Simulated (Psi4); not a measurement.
**[O2]− (SMILES [O][O-]) at UCCSD/6-311+G(d,p) (density fitting with def2-universal-jkfit, sweep point 3)**

Aim: the vertical doublet–quartet gap of [O2]− at UCCSD/6-311+G** (density fitting with def2-universal-jkfit, sweep point 3), from 2 runs. 

The results are computed with Psi4 1.11.

2 further runs of the same task are left out: 2 set aside as unsound or not needed.

**1. The structure to begin with**

[O2]− has 2 atoms, charge -1, and is taken as a doublet. As SMILES, `[O][O-]`. The coordinates come from a GFN2-xTB relaxation.

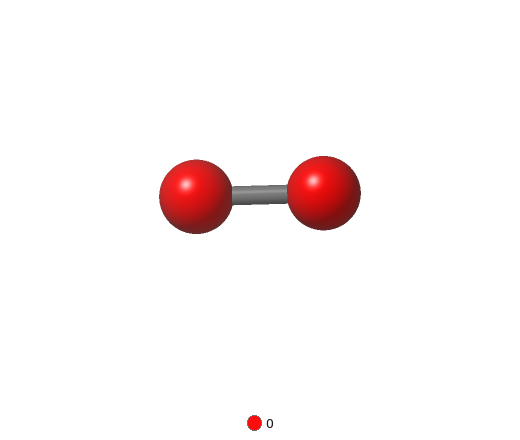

The structure, seen from a chosen angle (oxygen red).

**2. A single-point energy at UCCSD/6-311+G(d,p) (density fitting with def2-universal-jkfit, sweep point 3)**

o2.in

```
memory 1600 MB

molecule geom {
  -1 2
  O      0.000000     0.000000     0.000000
  O      0.000000     0.000000     1.341480
  symmetry c1
}

set {
  basis 6-311+G**
  reference uhf
  puream true
  scf_type df
  num_frozen_docc 2
  df_basis_scf def2-universal-jkfit
  maxiter 150
}

energy("ccsd")
```

Run with:

```sh
$ psi4 -i o2.in -o o2.out -n 1
```

o2.out:

```text
[...]
  Running in c1 symmetry.
[...]
  Nuclear repulsion =   25.246251515400900
[...]
  Multiplicity = 2
[...]
  Nalpha       = 9
  Nbeta        = 8
[...]
    Number of basis functions: 44
[...]
   @DF-UHF iter   1:  -149.57755595945406   -1.03685e+00   7.39815e-03 DIIS/ADIIS
[...]
   @DF-UHF iter  11:  -149.63175906371200   -4.88853e-12   8.50621e-09 DIIS
[...]
   @S^2 Observed:                7.890750877E-01
[...]
    Orbital Energies [Eh]
    ---------------------
    Alpha Occupied:
       1A    -20.323446     2A    -20.323062     3A     -1.192285
       4A     -0.813996     5A     -0.394987     6A     -0.340480
       7A     -0.316898     8A     -0.184174     9A     -0.124056
    Alpha Virtual:
      10A      0.374469    11A      0.411101    12A      0.446496
      13A      0.455106    14A      0.494142    15A      0.501485
      16A      0.528856    17A      0.651146    18A      0.711742
      19A      1.478122    20A      1.504649    21A      1.511054
      22A      1.529005    23A      1.541701    24A      1.571903
      25A      1.837340    26A      2.076436    27A      3.049964
[...]
  @DF-UHF Final Energy:  -149.63175906371200
   => Energetics <=
    Nuclear Repulsion Energy =             25.2462515154008997
    One-Electron Energy =                -262.5074540067236057
    Two-Electron Energy =                  87.6294434276106955
    Total Energy =                       -149.6317590637120247
  UHF NO Occupations:
  HONO-2 :    7  A 1.9988183
  HONO-1 :    8  A 1.9831726
[...]
 Multipole Moments:
 ------------------------------------------------------------------------------------
     Multipole            Electronic (a.u.)      Nuclear  (a.u.)        Total (a.u.)
 ------------------------------------------------------------------------------------
 L = 1.  Multiply by 2.5417464519 to convert [e a0] to [Debye]
 Dipole X            :          0.0000000            0.0000000            0.0000000
 Dipole Y            :          0.0000000            0.0000000            0.0000000
 Dipole Z            :         -0.0000000            0.0000000           -0.0000000
 Magnitude           :                                                    0.0000000
[...]
      * MP2 total energy                      = -150.028112083921542
[...]
      * CCSD total energy                     = -150.031237349942785
[...]
```

Wall time 4.8 s (1 thread of Intel Xeon Gold 6455B (Sapphire Rapids), shared host); peak memory 0.22 GiB.

**3. The quartet at the same level**

input.dat

```
memory 1.6 GB

molecule mol {
  -1 4
  O      0.000000     0.000000     0.000000
  O      0.000000     0.000000     1.341480
  symmetry c1
}

set {
  basis 6-311+G**
  reference uhf
  puream true
  scf_type df
  num_frozen_docc 2
  df_basis_scf def2-universal-jkfit
  maxiter 150
}

E, wfn = energy("ccsd", return_wfn=True)
```

Run with:

```sh
$ psi4 input.dat output.dat -n 1
```

output.dat:

```text
[...]
  Running in c1 symmetry.
[...]
  Nuclear repulsion =   25.246251515400900
[...]
  Multiplicity = 4
[...]
  Nalpha       = 10
  Nbeta        = 7
[...]
    Number of basis functions: 44
[...]
   @DF-UHF iter   1:  -149.40444286400390   -8.63732e-01   6.88187e-03 DIIS/ADIIS
[...]
   @DF-UHF iter  14:  -149.47409730002403   -9.83391e-12   3.25984e-09 DIIS
[...]
   @S^2 Observed:                3.832474890E+00
[...]
    Orbital Energies [Eh]
    ---------------------
    Alpha Occupied:
       1A    -20.474004     2A    -20.473754     3A     -1.366996
       4A     -0.987828     5A     -0.527419     6A     -0.527419
       7A     -0.469830     8A     -0.326118     9A     -0.326118
      10A      0.123686
    Alpha Virtual:
      11A      0.351478    12A      0.409390    13A      0.409390
      14A      0.466522    15A      0.466522    16A      0.479123
      17A      0.479131    18A      0.625901    19A      1.385705
      20A      1.385705    21A      1.415180    22A      1.453377
      23A      1.458666    24A      1.458666    25A      1.725495
[...]
  @DF-UHF Final Energy:  -149.47409730002403
   => Energetics <=
    Nuclear Repulsion Energy =             25.2462515154008997
    One-Electron Energy =                -260.5477408781689519
    Two-Electron Energy =                  85.8273920627440248
    Total Energy =                       -149.4740973000240274
  UHF NO Occupations:
  HONO-2 :    8  A 1.0000000
  HONO-1 :    9  A 1.0000000
[...]
 Multipole Moments:
 ------------------------------------------------------------------------------------
     Multipole            Electronic (a.u.)      Nuclear  (a.u.)        Total (a.u.)
 ------------------------------------------------------------------------------------
 L = 1.  Multiply by 2.5417464519 to convert [e a0] to [Debye]
 Dipole X            :         -0.0000000            0.0000000           -0.0000000
 Dipole Y            :          0.0000000            0.0000000            0.0000000
 Dipole Z            :          0.0000000            0.0000000            0.0000000
 Magnitude           :                                                    0.0000000
[...]
      * MP2 total energy                      = -149.886276241876033
[...]
      * CCSD total energy                     = -149.880974781248000
[...]
```

Run time: 5.1 s. Hardware: 1 thread of Intel Xeon Gold 6455B (Sapphire Rapids), shared host; peak memory 0.22 GiB.

**4. Summary of results**

At UCCSD/6-311+G** (density fitting with def2-universal-jkfit, sweep point 3), 2 core orbitals frozen:

```
                                                           quantity          value
                                              doublet: total energy  -150.03124 Eh
doublet: HOMO energy (Hartree–Fock orbitals) (highest over α and β)       -2.36 eV
 doublet: LUMO energy (Hartree–Fock orbitals) (lowest over α and β)       10.19 eV
               doublet: correlation energy (2 core orbitals frozen)     -399.4 mEh
                         doublet: ⟨S²⟩ of the reference determinant          0.789
                                             doublet: T1 diagnostic          0.034
                                              quartet: total energy  -149.88097 Eh
quartet: HOMO energy (Hartree–Fock orbitals) (highest over α and β)        3.37 eV
 quartet: LUMO energy (Hartree–Fock orbitals) (lowest over α and β)        8.66 eV
               quartet: correlation energy (2 core orbitals frozen)     -406.8 mEh
                         quartet: ⟨S²⟩ of the reference determinant          3.832
                                             quartet: T1 diagnostic          0.039
                   vertical energy of the quartet above the doublet       4.089 eV
```

In words: At this shape the quartet lies 4.09 eV (94 kcal/mol) above the doublet. For an anion a state so high probably lies above electron detachment. The HOMO (quartet) lies at positive energy, 3.37 eV: the electron is unbound at this level or held by a compact basis; values depend on the basis.
